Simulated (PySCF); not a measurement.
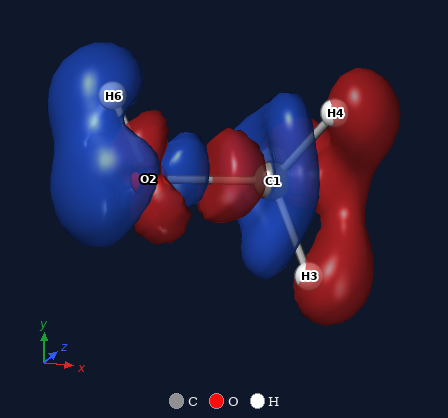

CH$_{4}$O, SMILES `CO`. Change of the electron density in a uniform field of 0.51 V/Å, surfaces at ±0.005 e/Å³ (red: gain, blue: loss).

Computed with PySCF, PBE0/def2-SVP, geometry: GFN2-xTB. No frequency check shows the geometry to be a minimum. A basis without diffuse functions makes polarisabilities too small.

Along which Cartesian direction does the field point?

Answer. Along −x: electrons gather on the +x side, against the field.

How large is the response?

Answer. The induced dipole is 0.44 D (along the field); α along this axis, from the fields in both directions, is 17 bohr³ (2.5 Å³).

Which atoms gain and lose the most charge?

Answer. Electrons gather most on H4 and H5 alike (Hirshfeld charge changes by −0.008 e) and leave O2 most (+0.017 e); 0.053 electrons are displaced in all.

Cost of the run: 5.2 s on 1 thread of Intel(R) Xeon(R) Platinum 8488C (Sapphire Rapids), on a shared host, peak memory 0.25 GiB.
